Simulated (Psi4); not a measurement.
# [BH3]− (SMILES [BH3-]): a first try and a second

Aim: the energy of [BH3]− at U-wB97-D4/jun-cc-pVTZ (sfX2C, IEF-PCM carbon tetrachloride).

The results are computed with Psi4 1.11.

3 further runs of the same task are left out: 1 that didn't finish, 2 set aside as unsound or not needed.

## 1. Starting point

[BH3]− has 4 atoms, charge -1, and is taken as a doublet. SMILES: `[BH3-]`. The shape is that of a GFN2-xTB optimisation.

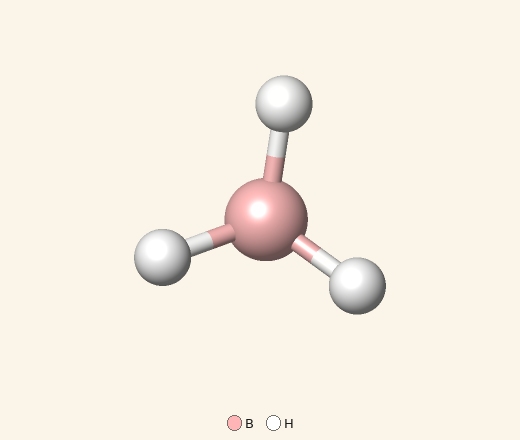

The structure, seen from a chosen angle (boron pink, hydrogen white).

## 2. First attempt

calc.py

```python
import psi4

psi4.set_memory(1600000000)
psi4.set_num_threads(1)
psi4.core.set_output_file('bh3.out', False)

geom = psi4.geometry("""
-1 2
B      0.150430    -0.037330    -0.233800
H      0.917080     0.452560     0.628490
H     -0.279230    -1.161080     0.118390
H     -0.788270     0.745860    -0.513080
symmetry c1
no_reorient
no_com
""")

options = {'reference': 'uks', 'scf_type': 'pk', 'maxiter': 2, 'fail_on_maxiter': False, 'relativistic': 'x2c', 'pcm': True}
psi4.set_options(options)
psi4.pcm_helper("""
  Units = Angstrom
  Medium {
    SolverType = IEFPCM
    Solvent = CCl4
  }
  Cavity {
    Type = GePol
    RadiiSet = UFF
    Scaling = False
    Area = 0.5
    Mode = Implicit
  }
""")

e = psi4.energy("wb97-d4/jun-cc-pVTZ", molecule=geom)
print(f'total energy {e:.8f} hartree = {e * 27.211386:.5f} eV')
```

Launch:

```
$ python calc.py
```

bh3.out:

```text
Relativistic analytic gradients are not implemented yet, re-routing to finite differences.
  PCM or DDX continuum solvation does not make use of molecular symmetry: further calculations in C1 point group.

   => Loading Basis Set <=

    Name: JUN-CC-PVTZ
    Role: ORBITAL
    Keyword: BASIS

   => WB97-D4(BJ,EEQ)ATM: Empirical Dispersion <=

        a1 =       0.766668
        a2 =       8.360273
       alp =      16.000000
        s6 =       1.000000
        s8 =       6.557926
        s9 =       1.000000
        ga =       3.000000
        gc =       2.000000
        wf =       6.000000

         ---------------------------------------------------------
                                   SCF
                              UKS Reference
                        1 Threads,   1525 MiB Core
         ---------------------------------------------------------

  ==> Geometry <==

[... 189 lines left out ...]
    WARNING: The X2C and Dirac Hamiltonians have substatially different eigenvalues!
[... 23 lines left out ...]
   @UKS iter   1:   -26.56371678619601   -6.79842e-01   4.13780e-03 ADIIS/DIIS
[... 2 lines left out ...]
PsiException: Could not converge SCF iterations in 2 iterations.
[... 1 line left out ...]
  Energy and/or wave function did not converge, but proceeding anyway.
[... 10 lines left out ...]
   @S^2 Observed:                7.518331188E-01
[... 33 lines left out ...]
    Final Occupation by Irrep:
[... 11 lines left out ...]
    One-Electron Energy =                 -50.2106099983435641
[... 2 lines left out ...]
    Empirical Dispersion Energy =          -0.0000525959907946
[... 2 lines left out ...]
    Total Energy =                        -26.6357272582096556
[... 1 line left out ...]
  UHF NO Occupations:
  HONO-2 :    3  A 1.9998181
  HONO-1 :    4  A 1.9994469
  HONO-0 :    5  A 1.0000000
  LUNO+0 :    6  A 0.0005531
  LUNO+1 :    7  A 0.0001819
  LUNO+2 :    8  A 0.0001816
  LUNO+3 :    9  A 0.0000001

Computation Completed

Properties will be evaluated at   0.000000,   0.000000,   0.000000 [a0]

Properties computed using the SCF density matrix

 Multipole Moments:

 ------------------------------------------------------------------------------------
     Multipole            Electronic (a.u.)      Nuclear  (a.u.)        Total (a.u.)
 ------------------------------------------------------------------------------------

 L = 1.  Multiply by 2.5417464519 to convert [e a0] to [Debye]
 Dipole X            :         -1.4327922            1.1371049           -0.2956873
 Dipole Y            :          0.3553388           -0.2821550            0.0731838
 Dipole Z            :          2.2276012           -1.7672719            0.4603293
 Magnitude           :                                                    0.5519872

 ------------------------------------------------------------------------------------

	total time  =          4 seconds =       0.07 minutes
```

On the terminal:

```text
total energy -26.63572726 hartree = -724.79506 eV
```

Wall time 5.4 s (1 thread of Intel Xeon Platinum 8488C (Sapphire Rapids), shared host); peak memory 0.58 GiB.

## 3. What went wrong

The SCF stopped at its cap without converging, and the program went on all the same: the numbers that follow in the log rest on unconverged orbitals.

The telling line is `Energy and/or wave function did not converge, but proceeding anyway.`. What is wrong: the iteration cap is too low for convergence. The sound input differs in these keys, not all of which need be the cause: iteration cap at its default in place of 2; fail on maxiter at its default in place of no.

## 4. The mended input

job.py

```python
import psi4

psi4.set_memory('1600 MB')
psi4.set_num_threads(1)
psi4.set_output_file('psi4.out', False)

mol = psi4.geometry("""
-1 2
B      0.150430    -0.037330    -0.233800
H      0.917080     0.452560     0.628490
H     -0.279230    -1.161080     0.118390
H     -0.788270     0.745860    -0.513080
units angstrom
symmetry c1
no_reorient
no_com
""")

psi4.set_options({
    'reference': 'uks',
    'scf_type': 'pk',
    'relativistic': 'x2c',
    'pcm': True,
})
psi4.pcm_helper("""
  Units = Angstrom
  Medium {
    SolverType = IEFPCM
    Solvent = CCl4
  }
  Cavity {
    Type = GePol
    RadiiSet = UFF
    Scaling = False
    Area = 0.5
    Mode = Implicit
  }
""")

e, wfn = psi4.energy('wb97-d4/jun-cc-pVTZ', return_wfn=True)
print(f'wb97-d4/jun-cc-pVTZ energy: {e:.10f} Eh')
```

Launch:

```
$ python job.py
```

psi4.out:

```text
[...]
  Running in c1 symmetry.
[...]
  Nuclear repulsion =    7.097351203864816
[...]
  Multiplicity = 2
[...]
  Nalpha       = 5
  Nbeta        = 4
[...]
    Number of basis functions: 81
[...]
    WARNING: The X2C and Dirac Hamiltonians have substatially different eigenvalues!
             This is probably caused by the recontraction of the basis set.
[...]
   @UKS iter   1:   -26.56371678619601   -6.79842e-01   4.13780e-03 ADIIS/DIIS
[...]
   @UKS iter   8:   -26.65040450275590   -1.15594e-07   5.99884e-07 DIIS
[...]
   @S^2 Observed:                7.525698860E-01
[...]
    Orbital Energies [Eh]
    ---------------------
    Alpha Occupied:
       1A     -6.588971     2A     -0.510989     3A     -0.305124
       4A     -0.304987     5A     -0.138460
    Alpha Virtual:
       6A      0.119094     7A      0.119105     8A      0.123249
       9A      0.136896    10A      0.238876    11A      0.238925
      12A      0.255804    13A      0.263437    14A      0.263463
      15A      0.367077    16A      0.378313    17A      0.378344
      18A      0.436276    19A      0.436353    20A      0.449279
      21A      0.568020    22A      0.666984    23A      0.677053
      24A      0.677175    25A      0.709514    26A      0.709550
[...]
  @UKS Final Energy:   -26.65040450275590
   => Energetics <=
    Nuclear Repulsion Energy =              7.0973512038648163
    One-Electron Energy =                 -50.7177144846509975
    Two-Electron Energy =                  20.6452161369444660
    DFT Exchange-Correlation Energy =      -3.6170257710438607
    Empirical Dispersion Energy =          -0.0000525959907946
    VV10 Nonlocal Energy =                  0.0000000000000000
    PCM Polarization Energy =              -0.0581789918795356
    Total Energy =                        -26.6504045027559044
[...]
 Multipole Moments:
 ------------------------------------------------------------------------------------
     Multipole            Electronic (a.u.)      Nuclear  (a.u.)        Total (a.u.)
 ------------------------------------------------------------------------------------
 L = 1.  Multiply by 2.5417464519 to convert [e a0] to [Debye]
 Dipole X            :         -1.4874291            1.1371049           -0.3503242
 Dipole Y            :          0.3688285           -0.2821550            0.0866735
 Dipole Z            :          2.3127552           -1.7672719            0.5454834
 Magnitude           :                                                    0.6540577
[...]
```

The script printed:

```text
wb97-d4/jun-cc-pVTZ energy: -26.6504045028 Eh
```

Run time: 7.8 s. Hardware: 1 thread of Intel Xeon Platinum 8488C (Sapphire Rapids), shared host; peak memory 0.58 GiB.

## 5. Results

Level: U-wB97-D4/jun-cc-pVTZ (sfX2C, IEF-PCM carbon tetrachloride).

| quantity | value |
| --- | --- |
| total energy | -26.65040 Eh |
| HOMO energy (highest over α and β) | -3.77 eV |
| LUMO energy (lowest over α and β) | 3.24 eV |
| dispersion energy | -0.14 kJ/mol |
| solvent term in the energy | -152.7 kJ/mol |
| ⟨S²⟩ | 0.753 |
